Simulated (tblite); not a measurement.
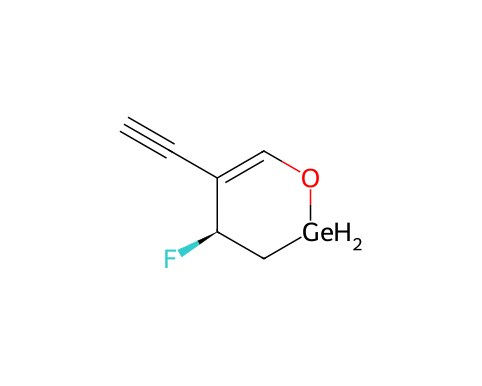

Figure made from data computed with tblite.

A structural formula.

Transcribe the drawing into SMILES.

C#CC1=C[O][GeH2][CH2][C@H]1F

What is the molecular formula?

C6H7FGeO.

An optimisation with GFN2-xTB gave a structure of which point group?

C1.
